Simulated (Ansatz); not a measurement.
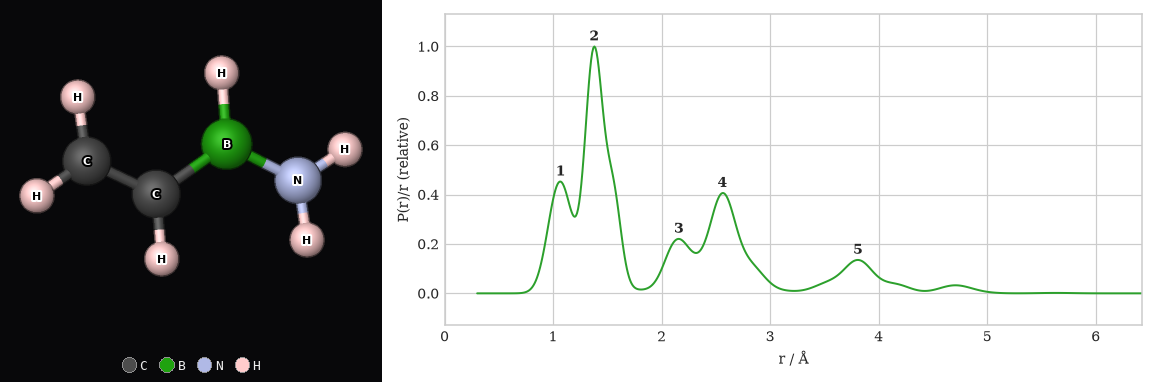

Simulated gas electron diffraction: radial distribution curve of C2H6BN. Each pair of atoms contributes with weight ZᵢZⱼ/r; damping constant 0.0015 Å²; vibrational amplitudes assumed, not computed: 0.05 Å for bonds, 0.078 Å for bonds to H, 0.06 + 0.015 r up to 0.15 Å for other pairs. The geometry is the end point of an optimisation (RKS r2SCAN/6-31G in Ansatz); it may be a saddle point or a higher isomer. SMILES: C=CBN.

### Which pairs of atoms lie under the numbered peaks? Mark bonded pairs by – and others by ···.

Peak 1, 1.07 Å: N–H 1.01 Å (×2), C–H 1.09–1.10 Å (×3), not resolved
Peak 2, 1.38 Å: C–C 1.35 Å, N–B 1.41 Å, not resolved; in its flanks C–B 1.55 Å
Peak 3, 2.16 Å: C···H 2.10–2.15 Å (×3), B···H 2.13–2.30 Å (×3), N···H 2.24 Å, not resolved
Peak 4, 2.56 Å: C···H 2.40–2.80 Å (×2), C···B 2.55 Å, N···C 2.58 Å, not resolved
Peak 5, 3.81 Å: B···H 3.56 Å, N···C 3.81 Å, not resolved; in its flanks C···H 3.51–4.14 Å, N···H 4.16 Å
